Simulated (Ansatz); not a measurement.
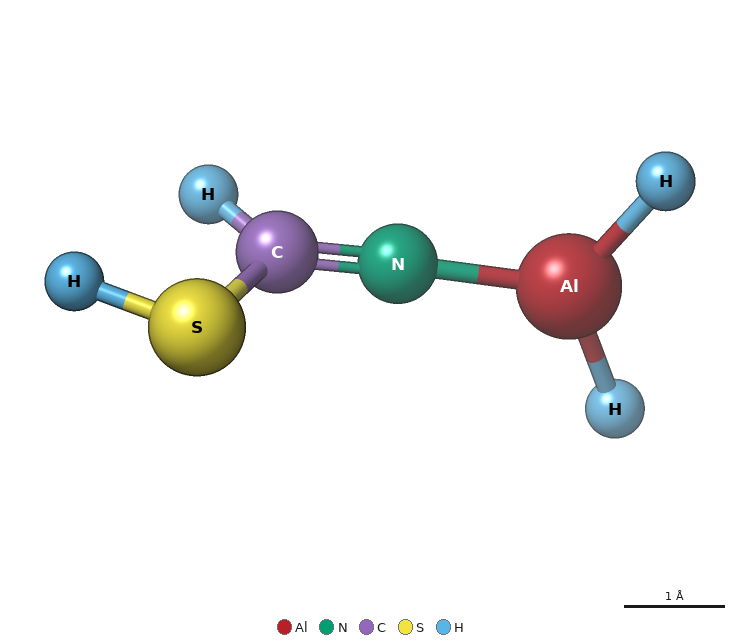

Distant atoms are faded towards the background colour. The geometry was computed by an optimisation with PBE0-D4/def2-TZVP. Masses are those of the most abundant isotopes; constants are for the rigid equilibrium geometry.

What kind of rotor is it, and what are its rotational constants in GHz?

An asymmetric top (Cs): A = 22.1, B = 1.71, C = 1.63 GHz. Ray's parameter κ is −0.99, close to the prolate limit.
